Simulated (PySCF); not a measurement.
# C₄H₆F₂O₂Si: what the fields show

The calculation's input:

```
{"job": {"kind": "nmr", "xc": "PBE0", "basis": "pcSseg-1"}, "charge": 0, "multiplicity": 1}
F      3.155215     0.532775     0.357700
C      2.381290    -0.444294    -0.224531
O      1.242567     0.095714    -0.768251
C      0.280692     0.508775     0.176944
C     -0.825237     1.200092    -0.560852
C     -1.990116     0.572511    -0.471843
F     -3.105791     1.021545    -1.066623
Si    -1.796334    -0.974330     0.602535
O     -0.220934    -0.595475     0.873845
H      2.966329    -0.874453    -1.043404
H      2.169074    -1.181172     0.563493
H      0.755009     1.179006     0.912689
H     -0.602311     2.095719    -1.112606
H     -2.492315    -0.906819     1.878812
H     -1.921552    -2.221607    -0.139820
```

Run with:

```sh
OMP_NUM_THREADS=1 python probes_run.py task.json out
```

Geometry: GFN2-xTB.

All numbers below come from PBE0/pcSseg-1, SCF density, gas phase, non-relativistic in PySCF 2.14.0.

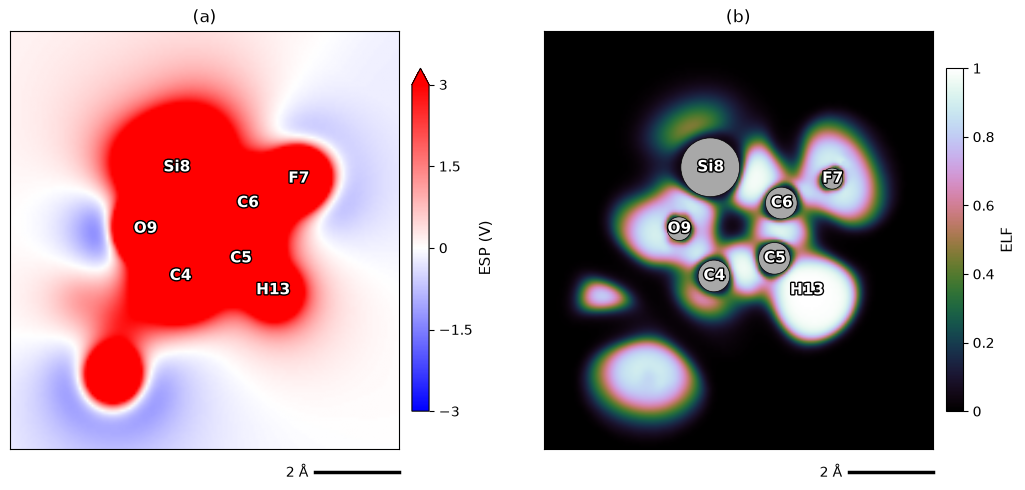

Figure 1. (a) electrostatic potential; (b) ELF on the plane of atoms C4, C5 and H13. Grey discs cover the atomic cores in the ELF map.

Describe what can be read from this map.

- The plane passes through C, F, Si, O and H nuclei.
- C–C (1.33 Å): the ELF peaks at about 0.95 between the atoms; a multiple bond.
- C–F (1.34 Å): the ELF peaks at about 0.85 between the atoms; a polar covalent bond.
- C–O (1.40 Å): the ELF peaks at about 0.90 between the atoms; a shared but strongly polarised pair.
- Si–O (1.64 Å): the ELF peaks at about 0.90 between the atoms; a polar covalent bond.
- C–Si (1.89 Å): the ELF peaks at about 0.95 between the atoms (localised, covalent bonding).
- The ELF also peaks beside F1, O9 and F7, away from the bonds: lone-pair regions.
- Outside the dense part of the molecule the potential is most negative (−1.3 V) near O9.

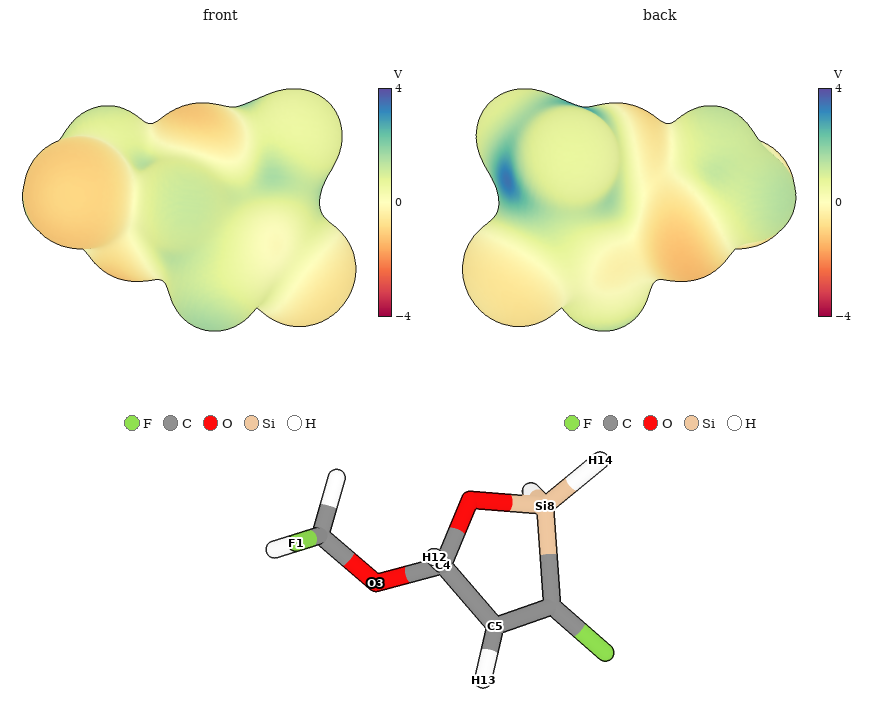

Figure 2. The electrostatic potential painted on the density surface at 0.004 e/bohr³, seen from the front and from behind; the colour scale runs from red (negative) to blue (positive). The bare structure is drawn below in the same view.

Which sites attract a positive test charge, and which a negative one?

A positive charge is drawn to the negative regions and a negative charge to the positive ones. The most negative region (about −1.3 V) lies over O3, the most positive (about +3.1 V) over Si8. O3 is the likeliest acceptor of a hydrogen bond.

What dipole moment does the calculation give?

Its dipole moment is 1.58 D.
